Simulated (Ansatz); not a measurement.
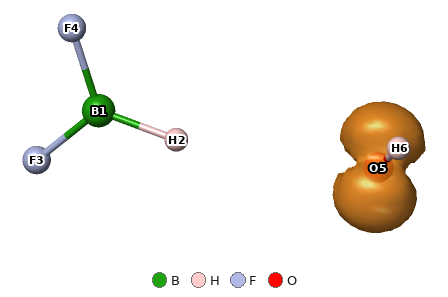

*BF₂H···OH (doublet). Isosurfaces of the spin density at +0.15 (orange) and −0.15 e/Å³ (purple), seen at an oblique angle.*

Method: UHF/def2-SVP in Ansatz.

```csv
atom,x (Å),y (Å),z (Å)
B,0.0760,0.0339,-0.3880
H,0.1918,-0.1174,0.7842
F,1.1156,0.2011,-1.1586
F,-1.1000,0.0349,-0.9554
O,-0.0690,-0.1654,3.6852
H,-0.7287,-0.7882,3.9896
```

### Describe the spin distribution.

The unpaired spin (1 electron) lies mostly on O5 (about 1.0), in electrons by Hirshfeld's partition.
